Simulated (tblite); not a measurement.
# C$_{4}$H$_{4}$NSi: geometry relaxation (part 3 of 3)

C$_{4}$H$_{4}$NSi, multiplicity 2, SMILES [C]#C[SiH2]CC#N; GFN2-xTB geometry optimisation, gas phase (tblite 0.8.0). It belongs to a series of runs on one base structure; here: H removed from sp C.

Geometry of the input (Å):
```
C  3.7166  -0.4579  -0.0313
C  2.2608  0.0997  -0.0391
Si 0.5062  0.7160  -0.0234
C  -0.6969  -0.6980  0.0165
C  -2.0857  -0.2449  0.0353
N  -3.1917  0.1175  0.0276
H  0.2795  1.6041  1.1478
H  0.2585  1.5409  -1.2415
H  -0.5049  -1.3136  0.9204
H  -0.5335  -1.3591  -0.8347
```

Trajectory as extended XYZ, continued
```
10
Properties=species:S:1:pos:R:3:forces:R:3 step=38 energy=-408.83056
C     3.3183   -0.4247   -0.0301   -0.0010   0.0030   0.0000
C     2.2109    0.0351   -0.0295   -0.0030  -0.0090   0.0000
Si    0.5107    0.8088   -0.0298    0.0050  -0.0110   0.0010
C    -0.6517   -0.7253    0.0251   -0.0010   0.0080  -0.0010
C    -2.0094   -0.2865    0.0294    0.0050   0.0010  -0.0030
N    -3.0846    0.1050    0.0309   -0.0160  -0.0090   0.0020
H     0.3486    1.6203    1.1769    0.0020   0.0040   0.0070
H     0.3188    1.5547   -1.2738    0.0030   0.0030  -0.0070
H    -0.4660   -1.3182    0.9226    0.0040   0.0050  -0.0050
H    -0.4867   -1.3646   -0.8443    0.0020   0.0050   0.0060
10
Properties=species:S:1:pos:R:3:forces:R:3 step=39 energy=-408.83058
C     3.3179   -0.4256   -0.0300    0.0020   0.0020   0.0000
C     2.2109    0.0353   -0.0295   -0.0060  -0.0090   0.0010
Si    0.5107    0.8086   -0.0297    0.0050   0.0040   0.0000
C    -0.6517   -0.7250    0.0251    0.0000   0.0070  -0.0010
C    -2.0095   -0.2868    0.0294   -0.0050   0.0060  -0.0020
N    -3.0849    0.1044    0.0310   -0.0090  -0.0120   0.0020
H     0.3486    1.6207    1.1771    0.0030  -0.0010   0.0010
H     0.3188    1.5551   -1.2740    0.0040  -0.0010  -0.0010
H    -0.4657   -1.3178    0.9225    0.0030   0.0030  -0.0020
H    -0.4863   -1.3642   -0.8442    0.0020   0.0020   0.0020
10
Properties=species:S:1:pos:R:3:forces:R:3 step=40 energy=-408.83059
C     3.3175   -0.4264   -0.0300    0.0040   0.0010   0.0000
C     2.2109    0.0353   -0.0295   -0.0070  -0.0090   0.0010
Si    0.5107    0.8086   -0.0297    0.0030   0.0150   0.0000
C    -0.6517   -0.7247    0.0250    0.0000   0.0050  -0.0010
C    -2.0096   -0.2870    0.0293   -0.0110   0.0080  -0.0010
N    -3.0853    0.1036    0.0310   -0.0020  -0.0140   0.0010
H     0.3487    1.6210    1.1773    0.0040  -0.0040  -0.0040
H     0.3189    1.5554   -1.2742    0.0050  -0.0040   0.0040
H    -0.4653   -1.3174    0.9224    0.0020   0.0020   0.0010
H    -0.4860   -1.3638   -0.8440    0.0010   0.0000  -0.0010
10
Properties=species:S:1:pos:R:3:forces:R:3 step=41 energy=-408.83063
C     3.3167   -0.4280   -0.0300    0.0080   0.0000   0.0000
C     2.2106    0.0348   -0.0295   -0.0080  -0.0080   0.0010
Si    0.5110    0.8090   -0.0297    0.0000   0.0290  -0.0010
C    -0.6516   -0.7237    0.0250   -0.0010   0.0020   0.0000
C    -2.0099   -0.2872    0.0291   -0.0190   0.0090   0.0010
N    -3.0863    0.1017    0.0312    0.0080  -0.0160   0.0000
H     0.3489    1.6216    1.1776    0.0060  -0.0080  -0.0100
H     0.3192    1.5559   -1.2745    0.0060  -0.0070   0.0110
H    -0.4645   -1.3164    0.9221   -0.0010   0.0010   0.0040
H    -0.4854   -1.3630   -0.8438    0.0010  -0.0010  -0.0050
10
Properties=species:S:1:pos:R:3:forces:R:3 step=42 energy=-408.83068
C     3.3154   -0.4307   -0.0299    0.0130  -0.0020   0.0000
C     2.2099    0.0336   -0.0295   -0.0090  -0.0060   0.0010
Si    0.5115    0.8100   -0.0297   -0.0040   0.0400  -0.0020
C    -0.6514   -0.7219    0.0248   -0.0020  -0.0020   0.0000
C    -2.0105   -0.2877    0.0288   -0.0270   0.0090   0.0050
N    -3.0882    0.0977    0.0316    0.0190  -0.0170  -0.0010
H     0.3496    1.6225    1.1783    0.0070  -0.0100  -0.0160
H     0.3201    1.5567   -1.2751    0.0080  -0.0090   0.0170
H    -0.4631   -1.3144    0.9218   -0.0040   0.0000   0.0070
H    -0.4843   -1.3613   -0.8436    0.0000  -0.0030  -0.0090
10
Properties=species:S:1:pos:R:3:forces:R:3 step=43 energy=-408.83076
C     3.3137   -0.4338   -0.0299    0.0140  -0.0030   0.0000
C     2.2087    0.0316   -0.0294   -0.0090  -0.0020   0.0010
Si    0.5121    0.8120   -0.0296   -0.0060   0.0380  -0.0030
C    -0.6513   -0.7193    0.0246   -0.0030  -0.0050   0.0000
C    -2.0114   -0.2885    0.0284   -0.0280   0.0060   0.0090
N    -3.0910    0.0917    0.0321    0.0240  -0.0140  -0.0030
H     0.3511    1.6234    1.1791    0.0070  -0.0080  -0.0190
H     0.3217    1.5576   -1.2758    0.0080  -0.0050   0.0180
H    -0.4616   -1.3112    0.9217   -0.0080  -0.0020   0.0060
H    -0.4830   -1.3588   -0.8436   -0.0010  -0.0040  -0.0100
10
Properties=species:S:1:pos:R:3:forces:R:3 step=44 energy=-408.83082
C     3.3129   -0.4355   -0.0299    0.0100  -0.0020   0.0000
C     2.2077    0.0296   -0.0293   -0.0060   0.0010   0.0010
Si    0.5126    0.8139   -0.0296   -0.0040   0.0180  -0.0030
C    -0.6513   -0.7174    0.0243   -0.0030  -0.0050   0.0000
C    -2.0123   -0.2892    0.0283   -0.0160   0.0010   0.0100
N    -3.0932    0.0870    0.0324    0.0150  -0.0080  -0.0040
H     0.3525    1.6238    1.1796    0.0060  -0.0010  -0.0130
H     0.3234    1.5580   -1.2762    0.0070   0.0020   0.0110
H    -0.4609   -1.3087    0.9218   -0.0080  -0.0030   0.0030
H    -0.4825   -1.3568   -0.8439    0.0000  -0.0030  -0.0060
10
Properties=species:S:1:pos:R:3:forces:R:3 step=45 energy=-408.83084
C     3.3130   -0.4351   -0.0299    0.0030   0.0000   0.0000
C     2.2073    0.0288   -0.0292   -0.0020   0.0010   0.0010
Si    0.5127    0.8145   -0.0297   -0.0010   0.0000  -0.0020
C    -0.6514   -0.7170    0.0242   -0.0010  -0.0030   0.0000
C    -2.0126   -0.2895    0.0284   -0.0030  -0.0030   0.0080
N    -3.0937    0.0858    0.0324    0.0010  -0.0020  -0.0030
H     0.3533    1.6237    1.1795    0.0050   0.0050  -0.0070
H     0.3242    1.5579   -1.2762    0.0050   0.0080   0.0040
H    -0.4612   -1.3080    0.9220   -0.0060  -0.0040   0.0000
H    -0.4826   -1.3564   -0.8442    0.0000  -0.0020  -0.0010
10
Properties=species:S:1:pos:R:3:forces:R:3 step=46 energy=-408.83085
C     3.3134   -0.4345   -0.0299   -0.0010   0.0010   0.0000
C     2.2073    0.0287   -0.0292    0.0010   0.0000   0.0010
Si    0.5126    0.8145   -0.0297    0.0000  -0.0070  -0.0010
C    -0.6515   -0.7172    0.0242   -0.0010  -0.0010   0.0010
C    -2.0127   -0.2895    0.0286    0.0030  -0.0040   0.0050
N    -3.0937    0.0859    0.0323   -0.0060   0.0000  -0.0020
H     0.3535    1.6235    1.1793    0.0040   0.0070  -0.0030
H     0.3244    1.5578   -1.2760    0.0040   0.0100   0.0010
H    -0.4617   -1.3082    0.9221   -0.0040  -0.0040  -0.0010
H    -0.4829   -1.3565   -0.8443    0.0000  -0.0010   0.0010
10
Properties=species:S:1:pos:R:3:forces:R:3 step=47 energy=-408.83086
C     3.3138   -0.4339   -0.0300   -0.0050   0.0020   0.0000
C     2.2073    0.0286   -0.0292    0.0030  -0.0010   0.0000
Si    0.5126    0.8144   -0.0298    0.0020  -0.0120  -0.0010
C    -0.6517   -0.7174    0.0243    0.0000   0.0000   0.0010
C    -2.0128   -0.2896    0.0290    0.0070  -0.0040   0.0000
N    -3.0937    0.0860    0.0322   -0.0100   0.0010   0.0000
H     0.3539    1.6236    1.1790    0.0030   0.0080  -0.0010
H     0.3248    1.5580   -1.2759    0.0030   0.0100  -0.0020
H    -0.4622   -1.3084    0.9222   -0.0010  -0.0040  -0.0020
H    -0.4831   -1.3566   -0.8444   -0.0010   0.0000   0.0030
10
Properties=species:S:1:pos:R:3:forces:R:3 step=48 energy=-408.83087
C     3.3139   -0.4336   -0.0300   -0.0080   0.0030   0.0000
C     2.2073    0.0283   -0.0291    0.0060  -0.0020   0.0000
Si    0.5126    0.8144   -0.0300    0.0020  -0.0130   0.0000
C    -0.6519   -0.7175    0.0243    0.0000   0.0010   0.0020
C    -2.0131   -0.2899    0.0295    0.0070  -0.0030  -0.0060
N    -3.0941    0.0854    0.0320   -0.0100   0.0010   0.0020
H     0.3545    1.6240    1.1785    0.0020   0.0080   0.0010
H     0.3255    1.5588   -1.2756    0.0020   0.0090  -0.0030
H    -0.4627   -1.3086    0.9222    0.0020  -0.0050  -0.0010
H    -0.4832   -1.3566   -0.8445   -0.0020   0.0010   0.0050
10
Properties=species:S:1:pos:R:3:forces:R:3 step=49 energy=-408.83089
C     3.3137   -0.4342   -0.0300   -0.0060   0.0030   0.0000
C     2.2071    0.0279   -0.0290    0.0050  -0.0020   0.0000
Si    0.5127    0.8145   -0.0301    0.0020  -0.0080   0.0010
C    -0.6520   -0.7172    0.0244   -0.0010   0.0010   0.0030
C    -2.0135   -0.2903    0.0300    0.0040  -0.0020  -0.0110
N    -3.0949    0.0839    0.0319   -0.0060   0.0010   0.0040
H     0.3554    1.6249    1.1780    0.0010   0.0060   0.0010
H     0.3264    1.5600   -1.2754    0.0010   0.0050  -0.0020
H    -0.4629   -1.3085    0.9221    0.0040  -0.0040   0.0000
H    -0.4829   -1.3563   -0.8444   -0.0040   0.0020   0.0040
10
Properties=species:S:1:pos:R:3:forces:R:3 step=50 energy=-408.83090
C     3.3130   -0.4354   -0.0300   -0.0020   0.0010   0.0000
C     2.2068    0.0275   -0.0289    0.0030  -0.0010  -0.0010
Si    0.5128    0.8147   -0.0303    0.0000  -0.0010   0.0010
C    -0.6521   -0.7167    0.0245   -0.0010  -0.0010   0.0030
C    -2.0138   -0.2908    0.0301   -0.0010  -0.0010  -0.0120
N    -3.0957    0.0822    0.0319    0.0000  -0.0010   0.0040
H     0.3560    1.6259    1.1777    0.0010   0.0030   0.0000
H     0.3271    1.5613   -1.2753    0.0010   0.0010   0.0010
H    -0.4627   -1.3083    0.9220    0.0040  -0.0030   0.0020
H    -0.4826   -1.3558   -0.8442   -0.0050   0.0010   0.0020
10
Properties=species:S:1:pos:R:3:forces:R:3 step=51 energy=-408.83090
C     3.3125   -0.4363   -0.0299    0.0020  -0.0010   0.0000
C     2.2067    0.0273   -0.0289   -0.0010   0.0000  -0.0010
Si    0.5129    0.8149   -0.0303   -0.0010   0.0040   0.0010
C    -0.6520   -0.7163    0.0246    0.0000  -0.0010   0.0020
C    -2.0140   -0.2911    0.0299   -0.0030   0.0000  -0.0090
N    -3.0962    0.0810    0.0320    0.0030  -0.0010   0.0030
H     0.3563    1.6266    1.1775    0.0010   0.0010  -0.0020
H     0.3275    1.5620   -1.2752    0.0010  -0.0010   0.0030
H    -0.4624   -1.3081    0.9219    0.0030  -0.0020   0.0020
H    -0.4824   -1.3554   -0.8441   -0.0050   0.0000   0.0000
```

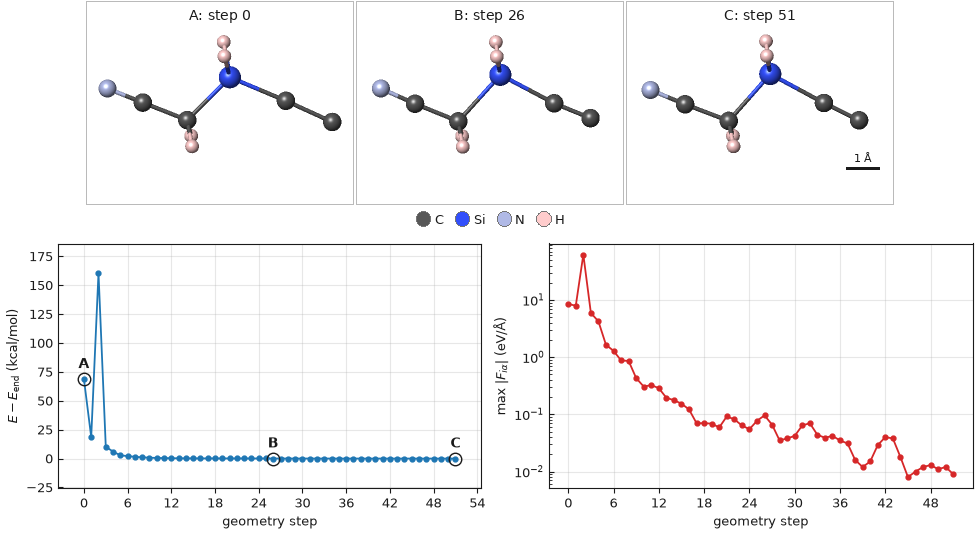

Figure 1. Frames of the relaxation (ball-and-stick view, seen at a tilt) above the curves, on which the letters mark them (steps are counted from 0).

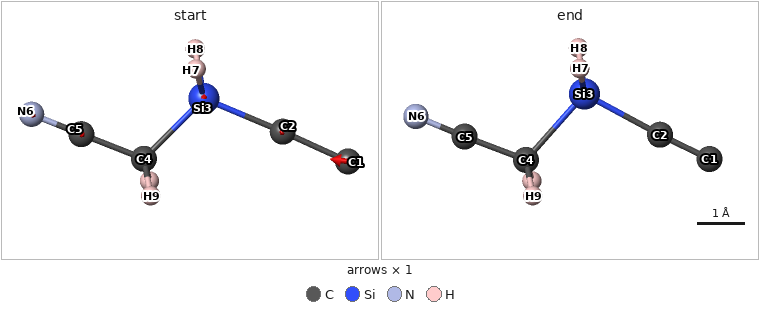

Figure 2. Before (left) and after (right) the relaxation, at one scale (ball-and-stick view, seen at a tilt). The red arrows give the displacements, at true length. C1 moves most after the best rigid fit: 0.40 Å. Largest moves by element: C 0.40 Å, N 0.10 Å, Si 0.10 Å, H 0.08 Å. Distances before and after: C1–C2 1.559 → 1.199 Å, Si3–C4 1.857 → 1.925 Å, C4–C5 1.461 → 1.427 Å, Si3–H7 1.487 → 1.464 Å. Among the angles that change: C2–Si3–C4 111.0° → 102.3°, H7–Si3–H8 106.7° → 113.9°, Si3–C4–C5 112.3° → 109.9°. Over 51 geometry steps the energy falls by 68.7 kcal/mol. The largest force component goes from 8.5 to 0.009 eV/Å. (Atoms are counted from 1 in the order of the input.)
